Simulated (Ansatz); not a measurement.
```
atom    x (Å)    y (Å)    z (Å)
  Cl   0.2521  -0.1518  -2.2697
   C  -0.0632   0.0377   0.5537
   O  -1.0542   0.4222   1.1316
   H   0.1080  -1.0242   0.3143
   H   0.7574   0.7161   0.2701
```

Geometry: PBE0-D4/def2-TZVPD.

Computed with Ansatz, RKS PBE0-D4/def2-TZVPPD.

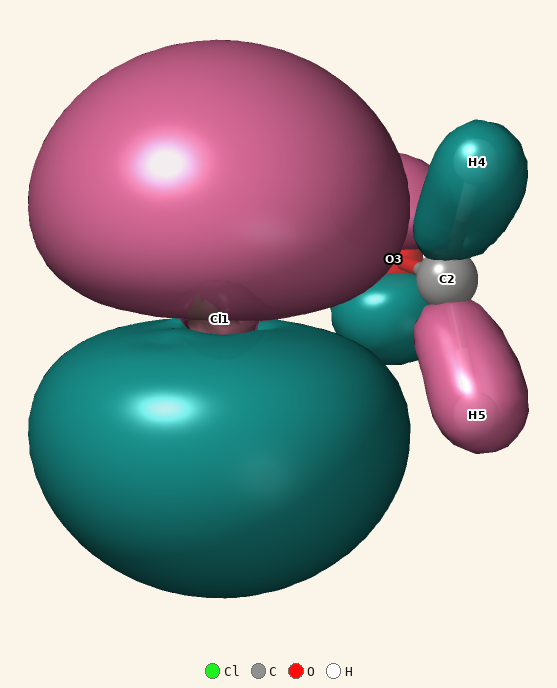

Cl···CH₂O (charge −1). The HOMO at ±0.08 Å⁻³ᐟ² (teal and pink are the two phases), seen at an oblique angle.

Question: Describe this orbital and give its energy.

Answer: Its weight (Hirshfeld) is mainly on Cl1 (about 95 %); largely a lone pair of Cl1. Its energy is −1.74 eV.
